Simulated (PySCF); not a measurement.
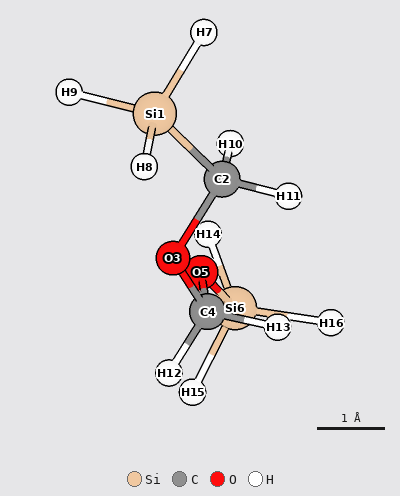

The structure (ball-and-stick view, seen at an oblique angle; atoms are numbered from 1 in the order of the input).

C₂H₁₀O₂Si₂: NMR shielding calculation

System: C₂H₁₀O₂Si₂, SMILES [SiH3]COCO[SiH3].
Method: GIAO PBE0/pcSseg-1 NMR shielding, non-relativistic, gas phase (PySCF 2.14.0).

The geometry comes from this level: GFN2-xTB. It belongs to a series of runs on one base structure; here: constitutional isomer. Figures and captions count atoms from 1; the log counts them from 0 in places.

Input file
```
{"job": {"kind": "nmr", "xc": "PBE0", "basis": "pcSseg-1"}, "charge": 0, "multiplicity": 1}
Si    -3.060792     0.067983     0.052012
C     -1.256583    -0.521721     0.182614
O     -0.579570     0.113058    -0.898972
C      0.780449    -0.099218    -0.907440
O      1.391856     0.514433     0.172015
Si     2.951079     0.503468     0.605510
H     -3.821240    -0.592500     1.118614
H     -3.587879    -0.316791    -1.255825
H     -3.100421     1.517768     0.225093
H     -0.795392    -0.231211     1.132114
H     -1.150315    -1.611314     0.089040
H      1.151838     0.327210    -1.848525
H      1.008605    -1.183006    -0.888051
H      2.860843     1.309026     1.810642
H      3.789968     1.081088    -0.448012
H      3.409955    -0.869330     0.847760
```

The first line tells a small driver script what to run in PySCF; the rest is the geometry in Å.

Run on 1 CPU thread, shared host.

Launched with:
```bash
OMP_NUM_THREADS=1 python <driver script> task.json out
```

Output
```
coarse grid: 13792 points
cycle   1  E = -810.9324690131  dE =  5.365e-01  |g| = 7.921e-01  |ddm| = 3.417e+00
cycle   2  E = -810.7834358481  dE =  1.490e-01  |g| = 1.201e+00  |ddm| = 1.474e+00
cycle   3  E = -811.0417589577  dE = -2.583e-01  |g| = 7.384e-02  |ddm| = 9.987e-01
cycle   4  E = -811.0424984574  dE = -7.395e-04  |g| = 4.008e-02  |ddm| = 7.769e-02
cycle   5  E = -811.0427842540  dE = -2.858e-04  |g| = 1.131e-02  |ddm| = 3.295e-02
cycle   6  E = -811.0428039256  dE = -1.967e-05  |g| = 3.145e-03  |ddm| = 8.413e-03
cycle   7  E = -811.0428058855  dE = -1.960e-06  |g| = 4.185e-04  |ddm| = 2.271e-03
final grid: 122408 points
cycle   8  E = -811.0981745414  dE = -1.651e-05  |g| = 1.194e-02  |ddm| = 1.873e-02
cycle   9  E = -811.0981493457  dE =  2.520e-05  |g| = 1.701e-02  |ddm| = 1.554e-02
cycle  10  E = -811.0981989856  dE = -4.964e-05  |g| = 9.075e-04  |ddm| = 9.718e-03
cycle  11  E = -811.0981991726  dE = -1.871e-07  |g| = 1.646e-04  |ddm| = 9.865e-04
cycle  12  E = -811.0981991788  dE = -6.141e-09  |g| = 4.407e-05  |ddm| = 1.818e-04
cycle  13  E = -811.0981991792  dE = -3.770e-10  |g| = 1.637e-05  |ddm| = 4.738e-05
```

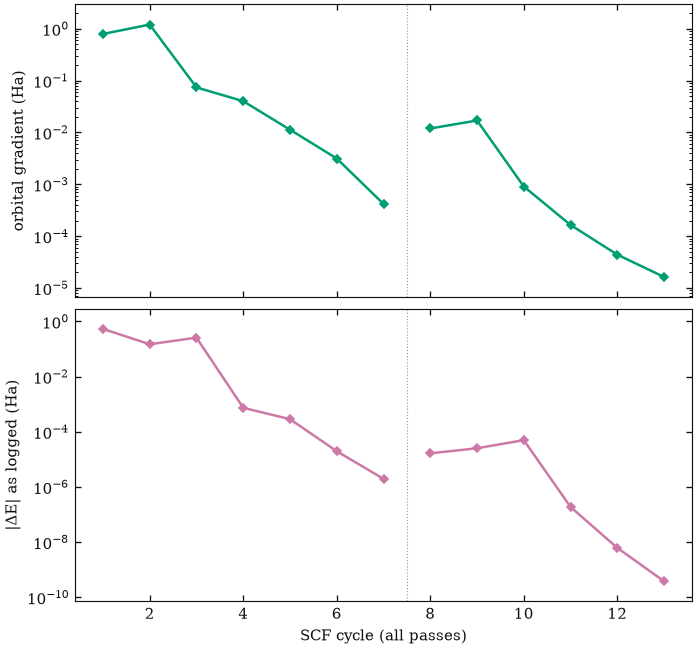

Convergence of the self-consistent field: orbital gradient and size of the energy change against the SCF cycle. The dotted line marks the change from a coarse to the final integration grid. The first 7 cycles use a coarse grid, the final grid takes over at cycle 8, and the field converges after 13 cycles in all.

```
converged SCF energy = -811.0981991792

GIAO shielding tensors (ppm)
atom      isotropic    diamagn.    paramagn.     s11        s22        s33       span
  0 Si     422.687     879.137    -456.450    390.589    416.309    461.163     70.574
  1 C      130.903     251.341    -120.438     88.797    115.465    188.446     99.649
  2 O      272.408     397.548    -125.139    216.298    288.108    312.818     96.520
  3 C       90.417     240.328    -149.910     64.816     89.461    116.975     52.159
  4 O      292.088     401.390    -109.302    250.996    273.981    351.286    100.290
  5 Si     392.245     880.473    -488.228    349.981    355.834    470.921    120.940
  6 H       27.852      27.870      -0.018     24.787     25.559     33.208      8.421
  7 H       27.710      28.242      -0.532     24.345     26.011     32.773      8.428
  8 H       27.723      28.590      -0.868     24.266     26.395     32.506      8.240
  9 H       27.546      32.703      -5.157     22.459     28.864     31.315      8.856
 10 H       28.690      31.523      -2.833     25.165     27.254     33.652      8.487
 11 H       26.427      29.475      -3.048     21.179     27.259     30.842      9.663
 12 H       27.043      31.049      -4.006     22.024     28.122     30.984      8.960
 13 H       26.824      29.668      -2.843     23.121     25.447     31.904      8.783
 14 H       26.813      28.748      -1.935     23.543     24.923     31.973      8.430
 15 H       26.827      29.380      -2.554     23.575     25.277     31.628      8.053
```

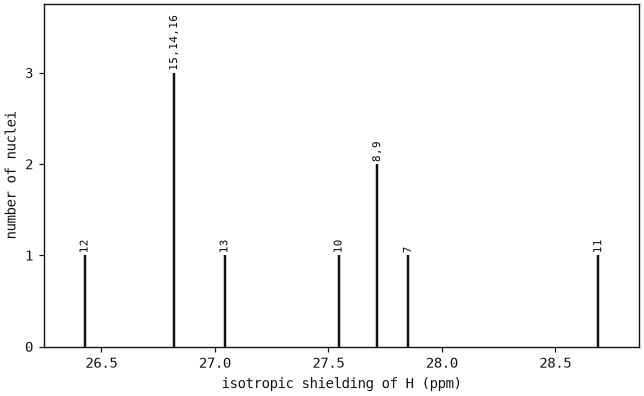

Isotropic shieldings of the hydrogen nuclei in this fixed geometry, labelled by atom number; shielding grows to the right, so chemical shift grows to the left. The least shielded is H12 (26.4 ppm), the most shielded H11 (28.7 ppm).

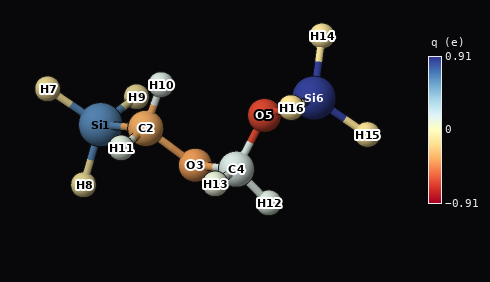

IAO charges, as the colour of each atom (ball-and-stick view, seen at a tilt; atoms are numbered from 1 in the order of the input). By element: Si +0.63 to +0.87, C −0.34 to +0.15, O −0.65 to −0.38 and H −0.16 to +0.14 e.

Results in brief

| quantity | value |
| --- | --- |
| outcome | converged |
| total energy | −811.098199 hartree |
| HOMO | −7.97 eV |
| LUMO | 0.30 eV |
| dipole moment | 1.64 D |
| isotropic shielding, Si | 392.2 to 422.7 ppm |
| isotropic shielding, C | 90.4 to 130.9 ppm |
| isotropic shielding, O | 272.4 to 292.1 ppm |
| isotropic shielding, H | 26.4 to 28.7 ppm |
| wall time | 34 s |
| peak memory | 0.75 GiB |
